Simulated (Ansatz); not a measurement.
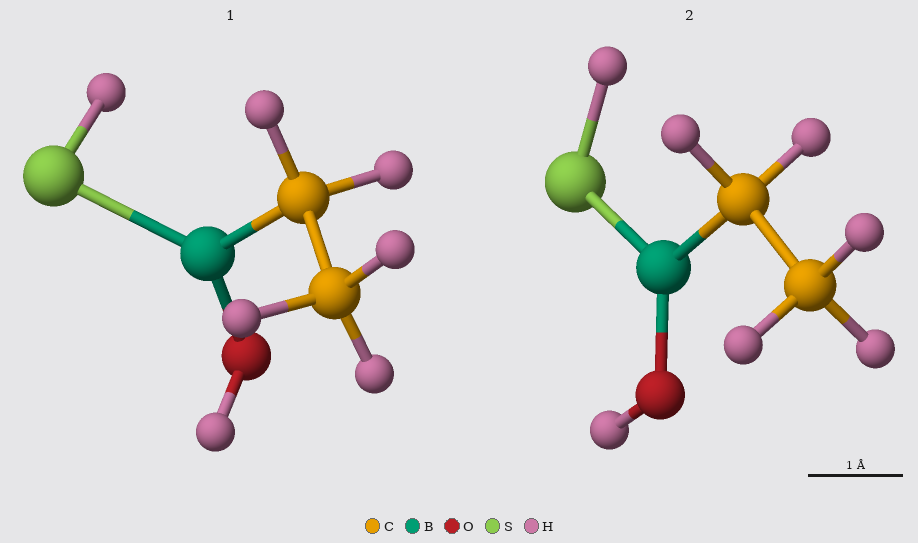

Two geometries of C₂H₇BOS (coarse preliminary run), drawn at one scale. One is the start of a relaxation, the other its converged end. A ball-and-stick model, seen from a free direction.

The calculation used Ansatz 0.2.0, RKS PBE-D4/def2-SVP. Set-up: force threshold 0.03 eV/Å; at most 200 steps.

### Which geometry has the lower energy?

Structure 2 is the relaxed one. The start comes from a force field. The atom that moves furthest after the best rigid fit is the S atom (1.16 Å). By element the largest moves are S 1.16 Å, O 1.09 Å, H 0.81 Å, C 0.21 Å, B 0.15 Å. Near-neighbour distances that change, for instance: B–O 1.467 → 1.368 Å, H–O 1.065 → 0.974 Å, H–S 1.432 → 1.360 Å, C–H 1.180 → 1.109 Å. Bond angles that change, for instance: B–O–H 98.9° → 114.2°, C–C–B 110.7° → 115.4°, H–C–H 112.2° → 107.6°. Groups turn about B–O by about 90°, B–S by about 90°, B–C by about 65°. The energy falls by 1.734 eV in 28 accepted moves (30 points after the start). The largest force component goes from 3.9 to 0.0099 eV/Å. The line search rejected the trial steps at points 12, 21 of the run. The run took about 2.2 core-minutes on a shared host.
